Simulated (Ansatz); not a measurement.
The figure comes from a scan of AlNi (CsCl type): one Ni atom of a 2-atom cell moves by s along Cartesian [111], with its periodic images. Level of theory: PBE (plane waves to 420 eV, PAW, scalar-relativistic; Ansatz, a program for electronic structure). k mesh 13×13×13 (Γ-centred), Fermi-Dirac smearing 0.05 eV. The energy includes the smearing's −TS. With partly filled bands, energies and forces of such displacements shift with the k mesh and the smearing. AlNi is run without spin polarisation. AlNi was relaxed with its symmetry unable to fall. The PAW data are Ansatz's earlier set. ΔE is measured from the undisplaced structure.

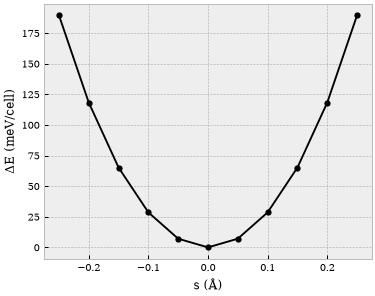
ΔE (meV/cell) against s (Å); markers are the computed points, lines only join them.

Task: List the plotted points as numbers.

Result: To the nearest 5:

| s (Å) | ΔE (meV/cell) |
|---|---|
| -0.250 | 190 |
| -0.200 | 120 |
| -0.150 | 65 |
| -0.100 | 30 |
| -0.050 | 5 |
| 0.000 | 0 |
| 0.050 | 5 |
| 0.100 | 30 |
| 0.150 | 65 |
| 0.200 | 120 |
| 0.250 | 190 |

(For displaced atoms, the force is minus the slope of the energy, and its curvature is a force constant, which sets phonon frequencies.)
